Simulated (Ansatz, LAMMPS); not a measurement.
# Molecular dynamics of Ga2O3 with crystalline order left by the classical run (115 atoms)

Aim: follow Ga2O3 with crystalline order left by the classical run (115 atoms) for a short time with forces from DFT, then look at structure and electrons in the last frame.

Method: Kohn-Sham DFT, PBE, PAW (set soft_2), plane waves, in Ansatz 0.2.0.

Measured values to set the calculation against. The optical band gap of a magnetron-sputtered, nitrogen-annealed Ga2O3 film, amorphous by X-ray diffraction but with some nanocrystallites and oxygen deficiency, was obtained from its UV-visible transmittance (“Ultra‐High Performance Amorphous Ga2O3 Photodetector Arrays for Solar‐Blind Imaging”, 2021, PMC8529488): optical gap 4.98 eV.

### 1. The starting structure

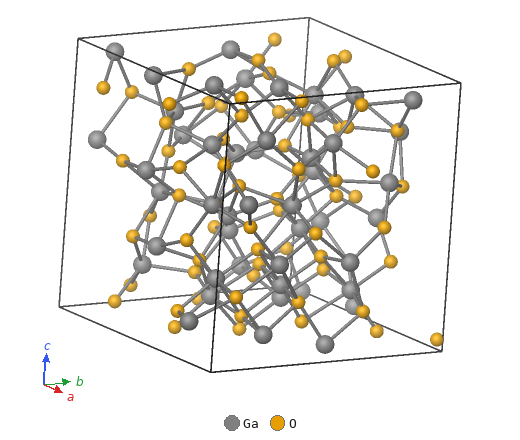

Start, viewed slightly off an axis; gallium grey, oxygen orange. Bonds to atoms that aren't drawn are left out. Some periodic images of atoms are drawn too.

The cell holds 115 atoms: 46 Ga and 69 O. Its edges and angles: a = 10.555 Å, b = 10.555 Å, c = 10.555 Å, α = 90.0°, β = 90.0°, γ = 90.0°. 115 atoms (46 Fe, 69 O) placed at random at 4.28 g/cm³, melted at 4500 K for 20 ps at fixed volume with the Morse and Coulomb pair potential with partial charges (Pedone, Malavasi, Menziani, Cormack and Segre, J. Phys. Chem. B 110, 11780 (2006)). Quenched from 4500 K to 300 K at 10 K/ps and fixed volume, held 20 ps at zero pressure. Then Fe was replaced by Ga (the potential has no terms for the new elements, so the cell is a start for a DFT relaxation).

What the set-up can't give: The quench rate of 10 K/ps far exceeds what a furnace or splat quench reaches, so expect more defects and frozen-in strain than in a real sample. The starting topology of bonds comes from the classical model. The Brillouin zone is sampled at Γ only, in a cell whose shortest periodic width is 11 Å.

### 2. Single point at the start

The forces at the start show how far the geometry lies from a minimum of this functional.

input.yaml

```yaml
crystal:
  lattice:
    - [10.5553, 0.0, 0.0]
    - [0.0, 10.5553, 0.0]
    - [0.0, 0.0, 10.5553]
  atoms:
    - { symbol: Ga, position: [0.52074, 0.26244, 0.71057] }
    - { symbol: Ga, position: [0.47628, 0.63838, 0.10148] }
    - { symbol: Ga, position: [0.38574, 0.80436, 0.53906] }
    - { symbol: Ga, position: [0.72916, 0.13996, 0.54772] }
    [... 105 atom lines left out ...]
    - { symbol: O, position: [0.9974, 0.64592, 0.6977] }
    - { symbol: O, position: [0.59721, 0.01127, 0.90068] }
    - { symbol: O, position: [0.16036, 0.47766, 0.76138] }
    - { symbol: O, position: [0.08959, 0.54225, 0.01011] }
    - { symbol: O, position: [0.14475, 0.3292, 0.59016] }
    - { symbol: O, position: [0.40158, 0.38968, 0.69354] }
kpoints:
  mp_grid: { grid: [1, 1, 1] }
hamiltonian:
  xc: pbe
scf:
  occupations: { method: fixed }
output:
  forces: true
```

The run is started by

```bash
ansatz run input.yaml --threads 4 --pin off --max-ram 8192MiB --backend cpu --events-out ev --progress --plain --runs-dir out
```

Elapsed: 30 s, on 4 threads of Arm Neoverse V1, shared host; peak memory 2 GiB; 1.9 min of CPU time.

Numbers from this run:

| Property | Result |
| --- | --- |
| free energy | -213182.7226 eV |
| free energy per atom | -1853.7628 eV/atom |
| SCF cycles | 10 |
| r.m.s. force component | 0.7182 eV/Å |
| longest force | 2.872 eV/Å |
| Fermi energy | 9.212 eV |

The r.m.s. force component of 0.72 eV/Å sets the starting point.

Neighbours are counted within 2.50 Å (O-Ga).

Length of the force by element and coordination:

| element | coordination | atoms | mean length of the force (eV/Å) | spread | least | most |
| --- | --- | --- | --- | --- | --- | --- |
| Ga | all | 46 | 1.25 | 0.516 | 0.435 | 2.86 |
| Ga | 5 | 10 | 1.08 | 0.438 | 0.617 | 2.01 |
| Ga | 6 | 35 | 1.31 | 0.526 | 0.435 | 2.86 |
| Ga | 7 | 1 | 0.752 | 0 | 0.752 | 0.752 |
| O | all | 69 | 1.06 | 0.485 | 0.254 | 2.87 |
| O | 3 | 17 | 1.10 | 0.608 | 0.269 | 2.87 |
| O | 4 | 45 | 1.05 | 0.438 | 0.254 | 2.01 |
| O | 5 | 6 | 0.973 | 0.426 | 0.380 | 1.66 |
| O | 6 | 1 | 1.43 | 0 | 1.43 | 1.43 |

### 3. Dynamics started at 300 K

Without a thermostat the total energy must stay constant, which tests forces and time step. The time step is 1.0 fs.

Edit input.yaml of step 2 so:

```diff
@@ -15 +15,8 @@
   forces: true
+md:
+  timestep: 1.0
+  n_steps: 132
+  ensemble: nve
+  temperature: 300
+  initial_velocities: maxwell_boltzmann
+  seed: 1203
```

Elapsed: 37 min, on 4 threads; peak memory 2.2 GiB; 2.4 h of CPU time.

The program notes that it switched symmetry off.

The trajectory, sampled:

| time (fs) | T (K) | potential (meV/atom) | conserved (meV/atom) |
| --- | --- | --- | --- |
| 0.0 | 300 | 0.0 | 0.00 |
| 9.0 | 314 | -1.8 | -0.01 |
| 18.0 | 324 | -3.0 | -0.01 |
| 26.0 | 359 | -7.6 | -0.02 |
| 35.0 | 373 | -9.4 | -0.01 |
| 44.0 | 371 | -9.1 | -0.01 |
| 53.0 | 383 | -10.7 | -0.02 |
| 62.0 | 377 | -9.9 | -0.01 |
| 70.0 | 367 | -8.6 | -0.01 |
| 79.0 | 378 | -10.0 | -0.01 |
| 88.0 | 398 | -12.6 | -0.02 |
| 97.0 | 378 | -10.0 | -0.01 |
| 106.0 | 385 | -10.9 | -0.01 |
| 114.0 | 425 | -16.1 | -0.02 |
| 123.0 | 413 | -14.5 | -0.02 |
| 132.0 | 392 | -11.8 | -0.01 |

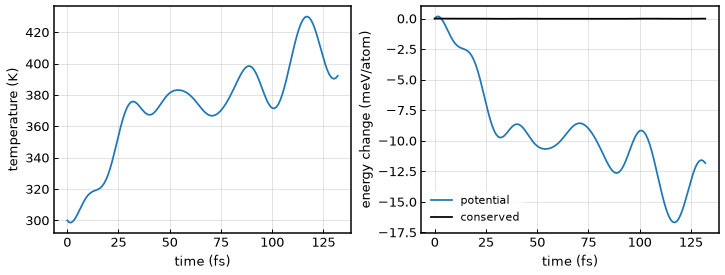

Temperature and energies against time.

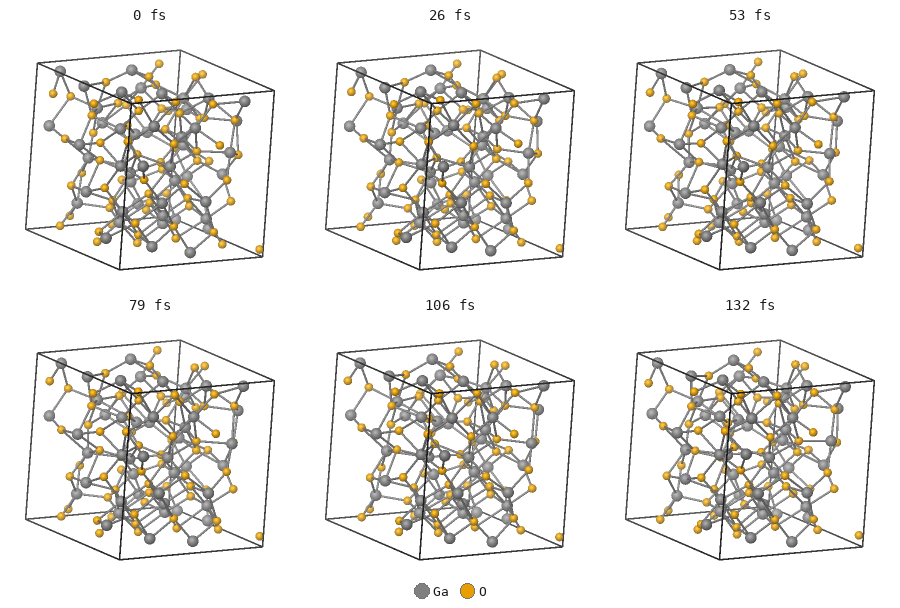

6 frames of the run. Bonds to atoms that aren't drawn are left out.

Mean square displacement from the first frame to the last: Ga 0.070 Å², O 0.077 Å².

Mean square displacement against time lag:

| time lag (fs) | Ga (Å²) | O (Å²) |
| --- | --- | --- |
| 1.0 | 1.6e-5 | 5.1e-5 |
| 3.0 | 1.4e-4 | 4.6e-4 |
| 9.0 | 0.00126 | 0.00392 |
| 11.0 | 0.00187 | 0.00570 |
| 17.0 | 0.00436 | 0.0121 |
| 19.0 | 0.00539 | 0.0144 |
| 22.0 | 0.00709 | 0.0178 |
| 28.0 | 0.0110 | 0.0238 |
| 30.0 | 0.0124 | 0.0255 |
| 36.0 | 0.0169 | 0.0293 |
| 38.0 | 0.0185 | 0.0302 |
| 44.0 | 0.0233 | 0.0322 |
| 47.0 | 0.0258 | 0.0330 |
| 49.0 | 0.0274 | 0.0335 |
| 55.0 | 0.0322 | 0.0350 |
| 57.0 | 0.0338 | 0.0356 |
| 63.0 | 0.0383 | 0.0375 |
| 66.0 | 0.0405 | 0.0386 |

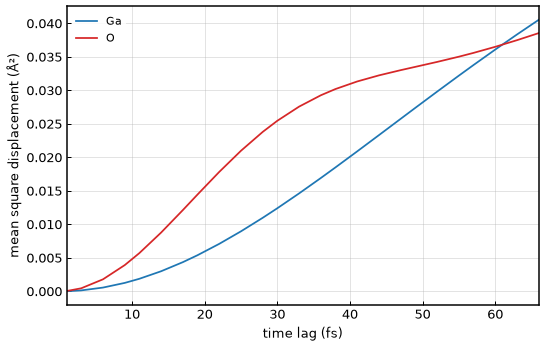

Mean square displacement against time lag.

Over the second half of 132 fs the temperature averages 392 K, rising from about 372 to 408 K (means over the first and last quarter of that half). The conserved energy stays within 0.02 meV/atom. From first frame to last O has the largest mean square displacement, 0.077 Å² at the end; the farthest move is 0.59 Å. The mean temperature of 392 K lies well off the 300 K of the input: without a thermostat, the energy that the start releases heats the cell. The count of bonds goes from 267 in the first frame to 261 in the last, by one set of cutoffs: 10 pairs passed out of them and 4 came within. The run spans 0.13 ps, too short for its means to be equilibrium values.

### 4. Structure statistics late in the run

The g(r) is a mean over the second half; what follows it is taken at the last frame.

Bonds before and after, by the cutoffs listed below:

| pair | bonds before | bonds after | mean before (Å) | mean after (Å) | spread before (Å) | spread after (Å) |
| --- | --- | --- | --- | --- | --- | --- |
| O-Ga | 267 | 261 | 2.023 | 2.005 | 0.142 | 0.150 |

Density 6.09 g/cm³, 10.23 Å³ an atom.

Mean of 15 frames. g(r), total and by pair (bins of 0.2 Å):

| r (Å) | total | O-O | O-Ga | Ga-Ga |
| --- | --- | --- | --- | --- |
| 1.70 | 0.10 | 0.00 | 0.20 | 0.00 |
| 1.90 | 2.94 | 0.00 | 6.11 | 0.00 |
| 2.10 | 1.19 | 0.00 | 2.48 | 0.00 |
| 2.30 | 0.35 | 0.05 | 0.70 | 0.00 |
| 2.50 | 0.65 | 1.44 | 0.26 | 0.04 |
| 2.70 | 1.27 | 3.00 | 0.26 | 0.41 |
| 2.90 | 1.46 | 2.65 | 0.23 | 2.44 |
| 3.10 | 1.14 | 1.39 | 0.31 | 3.05 |
| 3.30 | 0.87 | 0.65 | 0.67 | 2.00 |
| 3.50 | 0.91 | 0.51 | 1.07 | 1.35 |
| 3.70 | 1.00 | 0.68 | 1.28 | 0.91 |
| 3.90 | 0.82 | 0.73 | 0.99 | 0.55 |
| 4.10 | 0.79 | 0.64 | 1.00 | 0.47 |
| 4.30 | 1.01 | 0.62 | 1.46 | 0.52 |
| 4.50 | 1.17 | 0.62 | 1.77 | 0.59 |
| 4.70 | 1.17 | 1.08 | 1.38 | 0.68 |
| 4.90 | 1.08 | 1.44 | 0.93 | 0.77 |
| 5.10 | 1.03 | 1.45 | 0.68 | 1.13 |

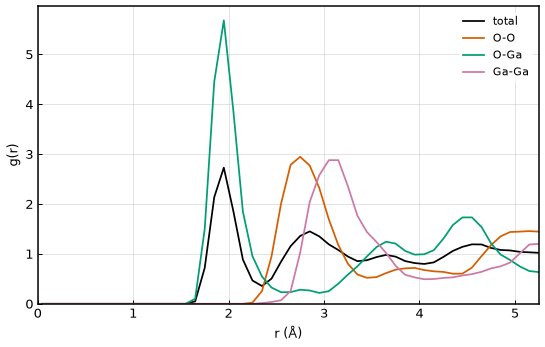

Pair distribution functions, lightly smoothed.

Bonds by pair of elements; cutoffs follow the first minimum of g(r), held within bounds set by covalent radii, and pairs that aren't listed don't count as bonded (cutoffs were set anew for this text, so counts can differ from the run's own analysis):

| pair A-B | cutoff (Å) | bonds | mean length (Å) | spread (Å) | shortest (Å) | B about A | A about B |
| --- | --- | --- | --- | --- | --- | --- | --- |
| O-Ga | 2.5 | 261 | 2.00 | 0.15 | 1.77 | 3.78 | 5.67 |

How many atoms have how many bonded neighbours:

| element | mean | 3 | 4 | 5 | 6 | 7 |
| --- | --- | --- | --- | --- | --- | --- |
| Ga | 5.67 | 0 | 2 | 13 | 29 | 2 |
| O | 3.78 | 22 | 42 | 3 | 2 | 0 |

Bond angles (no mean is given where the spread exceeds 20°):

| angle | count | mean (°) | spread (°) |
| --- | --- | --- | --- |
| O-Ga-O | 619 | - | - |
| Ga-O-Ga | 378 | - | - |

Oxygen atoms by the number of network formers (Si, P, Ge, B, Al, As, Ga) bound to them:

| network formers bound to O | O atoms | per cent |
| --- | --- | --- |
| 0 | 0 | 0 |
| 1 | 0 | 0 |
| 2 | 0 | 0 |
| 3 | 22 | 31.9 |
| 4 | 42 | 60.9 |
| 5 | 3 | 4.3 |
| 6 | 2 | 2.9 |

Network units: each former by its oxygen neighbours and how many of them bridge to another former:

| former | O neighbours | bridging O | atoms |
| --- | --- | --- | --- |
| Ga | 4 | 4 | 2 |
| Ga | 5 | 5 | 13 |
| Ga | 6 | 6 | 29 |
| Ga | 7 | 7 | 2 |

Bond length by coordination (bonds to H left out):

| element | coordination | atoms | mean bond length (Å) |
| --- | --- | --- | --- |
| Ga | 4 | 2 | 1.86 |
| Ga | 5 | 13 | 1.97 |
| Ga | 6 | 29 | 2.02 |
| Ga | 7 | 2 | 2.11 |
| O | 3 | 22 | 1.92 |
| O | 4 | 42 | 2.02 |
| O | 5 | 3 | 2.11 |
| O | 6 | 2 | 2.17 |

First main peaks of g(r), for some of the pairs, lie near 2.7 Å (O-O), 1.9 Å (O-Ga) and 3.1 Å (Ga-Ga). With the cutoffs above, 63 % of Ga atoms have 6 and 61 % of O atoms have 4 bonded neighbours. 0 % of the oxygens bridge two formers (Ga) and 0 % are non-bridging; 32 % join three; 61 % join four; 4 % join five. The commonest Ga unit has 6 oxygens, 6 of them shared with other formers (29 of 46 atoms). Bonds at O atoms with 3 neighbours average 1.92 Å, against 2.11 Å at those with 5.

### 5. Single point at the last frame

The last frame is solved again with fuller output, to read the electronic structure of a thermally displaced geometry.

input.yaml

```yaml
crystal:
  lattice:
    - [10.5553, 0.0, 0.0]
    - [0.0, 10.5553, 0.0]
    - [0.0, 0.0, 10.5553]
  atoms:
    - { symbol: Ga, position: [0.51442, 0.26042, 0.72445] }
    - { symbol: Ga, position: [0.51141, 0.61457, 0.1087] }
    - { symbol: Ga, position: [0.38169, 0.80512, 0.50639] }
    - { symbol: Ga, position: [0.70995, 0.1464, 0.5509] }
    [... 105 atom lines left out ...]
    - { symbol: O, position: [0.99183, 0.60083, 0.71823] }
    - { symbol: O, position: [0.60376, 0.00761, 0.91441] }
    - { symbol: O, position: [0.18705, 0.47962, 0.7399] }
    - { symbol: O, position: [0.10234, 0.5512, 0.00463] }
    - { symbol: O, position: [0.123, 0.31461, 0.57869] }
    - { symbol: O, position: [0.411, 0.39149, 0.64982] }
kpoints:
  mp_grid: { grid: [1, 1, 1] }
hamiltonian:
  xc: pbe
scf:
  occupations: { method: fixed }
output:
  forces: true
  stress: true
  populations: true
  dos:
    method: { smearing: { sigma: 0.08 } }
    de: 0.1
    projected: { site_lists: { Ga: [Ga], O: [O] } }
  eigenvalues: true
  write_density: true
  write_potential: true
  volumetric_format: npy
```

Wall time 53 s (4 threads); peak memory 2.1 GiB.

Read from the output:

```
free energy                                      : -213184.0821 eV
free energy per atom                             : -1853.7746 eV/atom
SCF cycles                                       : 10
pressure                                         : 11.7 GPa
r.m.s. force component                           : 0.7098 eV/Å
longest force                                    : 2.62 eV/Å
Fermi energy                                     : 9.124 eV
gap (highest filled to lowest empty level) : 1.599 eV
spilling of the projection                       : 0.00322
```

Neighbours are counted within 2.50 Å (O-Ga), cutoffs set anew for this text.

Length of the force by element and coordination:

| element | coordination | atoms | mean length of the force (eV/Å) | spread | least | most |
| --- | --- | --- | --- | --- | --- | --- |
| Ga | all | 46 | 1.16 | 0.441 | 0.372 | 2.62 |
| Ga | 4 | 2 | 1.31 | 0.0474 | 1.26 | 1.36 |
| Ga | 5 | 13 | 1.20 | 0.335 | 0.697 | 1.70 |
| Ga | 6 | 29 | 1.15 | 0.502 | 0.372 | 2.62 |
| Ga | 7 | 2 | 1.00 | 0.121 | 0.88 | 1.12 |
| O | all | 69 | 1.12 | 0.490 | 0.269 | 2.51 |
| O | 3 | 22 | 1.23 | 0.494 | 0.398 | 2.08 |
| O | 4 | 42 | 1.03 | 0.476 | 0.269 | 2.51 |
| O | 5 | 3 | 1.40 | 0.355 | 0.921 | 1.76 |
| O | 6 | 2 | 1.27 | 0.433 | 0.838 | 1.70 |

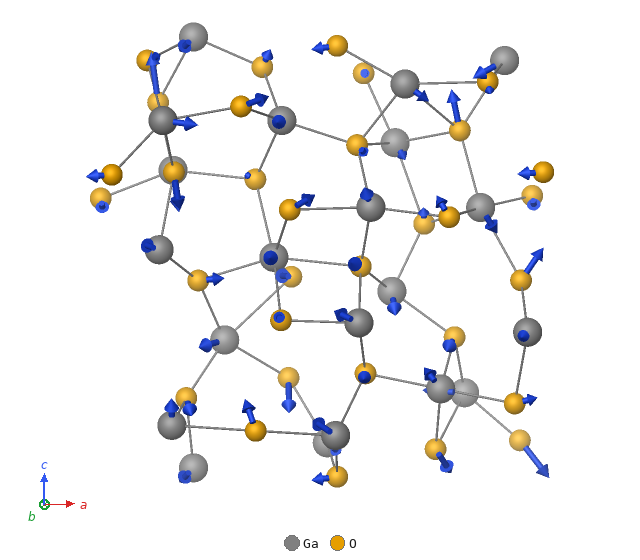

Forces as arrows; the longest in the cell is 2.62 eV/Å. Drawn is a slice 4 Å thick, seen along the normal of the ac plane. Bonds to atoms that aren't drawn are left out.

Löwdin charges by element and coordination (they lack the spilled electrons, 0.028 e an atom on average):

| element | coordination | atoms | mean charge (e) | spread | least | most |
| --- | --- | --- | --- | --- | --- | --- |
| Ga | all | 46 | 1.03 | 0.0224 | 0.972 | 1.08 |
| Ga | 4 | 2 | 1.04 | 0.0339 | 1.00 | 1.07 |
| Ga | 5 | 13 | 1.04 | 0.0201 | 1.01 | 1.08 |
| Ga | 6 | 29 | 1.02 | 0.0179 | 0.972 | 1.05 |
| Ga | 7 | 2 | 1.03 | 0.0099 | 1.02 | 1.04 |
| O | all | 69 | -0.638 | 0.0157 | -0.679 | -0.593 |
| O | 3 | 22 | -0.645 | 0.0134 | -0.679 | -0.623 |
| O | 4 | 42 | -0.632 | 0.0151 | -0.678 | -0.593 |
| O | 5 | 3 | -0.650 | 0.0037 | -0.654 | -0.645 |
| O | 6 | 2 | -0.653 | 0.0029 | -0.656 | -0.650 |

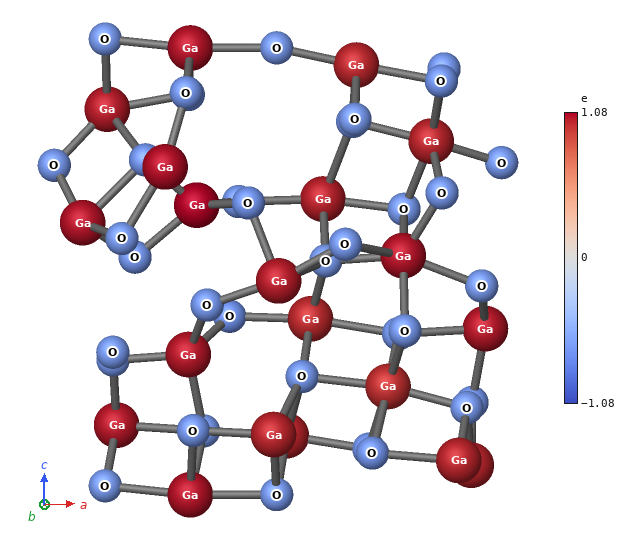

Atoms coloured by Löwdin charge. Drawn is a slice 4 Å thick, seen along the normal of the ac plane. Bonds to atoms that aren't drawn are left out.

States in the cell by windows of 1 eV, zero at the Fermi level; the larger projections on atomic orbitals stand beside the total:

| from (eV) | to (eV) | total | O p | Ga s | Ga p |
| --- | --- | --- | --- | --- | --- |
| -10 | -8 | 0.0 | 0.0 | 0.0 | 0.0 |
| -8 | -7 | 24.4 | 14.7 | 7.0 | 1.3 |
| -7 | -6 | 35.6 | 22.0 | 8.3 | 2.7 |
| -6 | -5 | 40.4 | 27.1 | 4.8 | 5.4 |
| -5 | -4 | 51.5 | 38.0 | 2.7 | 7.8 |
| -4 | -3 | 59.5 | 47.6 | 1.4 | 7.5 |
| -3 | -2 | 69.7 | 60.4 | 0.7 | 5.7 |
| -2 | -1 | 87.4 | 81.0 | 0.5 | 2.6 |
| -1 | 0 | 44.8 | 42.7 | 0.2 | 0.6 |
| 0 | 1 | 0.7 | 0.7 | 0.0 | 0.0 |
| 1 | 2 | 2.0 | 0.1 | 1.2 | 0.0 |
| 2 | 3 | 0.0 | 0.0 | 0.0 | 0.0 |
| 3 | 4 | 3.9 | 1.2 | 1.4 | 0.6 |
| 4 | 5 | 20.4 | 5.8 | 8.2 | 3.2 |

The curve was stored every 0.100 eV, coarse against its broadening of 0.08 eV, so these counts are rough.

With fixed occupations the program's Fermi level is the highest filled level; weight inside the gap is the broadening of levels at its edges.

Between -20 and -10 eV lie 598 more states.

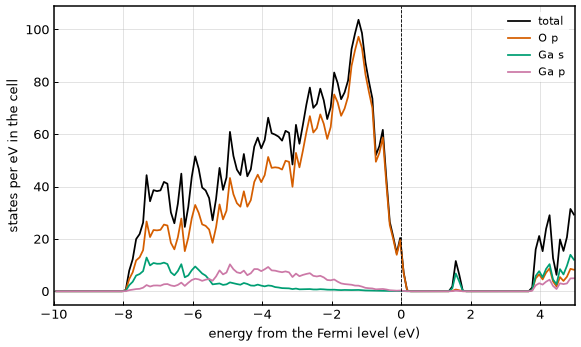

Total and projected density of states, with the broadening of the input.

The levels nearest the highest filled one (over half full), pooled over k-points and spins:

| level less the highest filled one (eV) | occupation |
| --- | --- |
| -0.435 | 2 |
| -0.395 | 2 |
| -0.293 | 2 |
| -0.237 | 2 |
| -0.0799 | 2 |
| 0 | 2 |
| 1.60 | 0 |
| 3.91 | 0 |
| 3.96 | 0 |
| 4.11 | 0 |
| 4.20 | 0 |
| 4.27 | 0 |

Mean Löwdin charges: Ga +1.03, O -0.64 e (they miss 0.32 % of the electrons, so they add up to more than the cell's charge). The largest share in the top eV of filled states is O p (96 % of the projected weight), and in the lowest eV of empty states Ga s (59 % of the projected weight).

### 6. Outcome

```json
{"mean temperature, second half": "391.7 K", "temperature swing, second half": "18.95 K", "slope of the conserved energy against time, by least squares": "-0.0231 meV/atom/ps", "free energy per atom": "-1853.7746 eV/atom", "pressure": "11.7 GPa", "r.m.s. force component": "0.7098 eV/Å", "gap (highest filled to lowest empty level)": "1.599 eV", "wall time of the 3 DFT runs": "38 min"}
```

**Reading.** Over the second half of 132 fs the temperature averages 392 K, rising from about 372 to 408 K (means over the first and last quarter of that half). The conserved energy stays within 0.02 meV/atom. The mean temperature of 392 K lies well off the 300 K of the input: without a thermostat, the energy that the start releases heats the cell. The count of bonds goes from 267 in the first frame to 261 in the last, by one set of cutoffs: 10 pairs passed out of them and 4 came within. The run spans 0.13 ps, too short for its means to be equilibrium values. With the cutoffs above, 63 % of Ga atoms have 6 and 61 % of O atoms have 4 bonded neighbours. 0 % of the oxygens bridge two formers (Ga) and 0 % are non-bridging; 32 % join three; 61 % join four; 4 % join five.

Between filled and empty levels lie 1.60 eV (at Γ alone); a semilocal functional tends to put such gaps too low. In a disordered cell it changes from sample to sample, and tail or defect levels can set it.

What to keep in mind: The network of bonds at the start is that of the classical potential that made the cell; in DFT 10 of its 267 bonded pairs passed out of the cutoffs and 4 came within them. The pressure of 12 GPa is that of one thermal frame at a volume set beforehand, without the kinetic term.

Against the measurements quoted at the start:

| quantity | measured | this cell | difference | method of the measurement |
| --- | --- | --- | --- | --- |
| optical gap | 4.98 eV | 1.60 eV | -3.38 eV | UV-vis transmittance, Tauc plot |

The network comes from the model that made the cell; in DFT 10 of its 267 bonded pairs passed out of the cutoffs and 4 came within them. An optical gap and a spacing of Kohn–Sham levels are different quantities.

[Logs are printed without paths, hosts, clocks, repeated set-up lines and the standing remarks that a program may print on its own settings, such as how far it seeks lower states.]

[Hosts, paths, dates, database ids (printed as entryN), source tags and the programs' standing remarks are cut or masked in the printed files.]
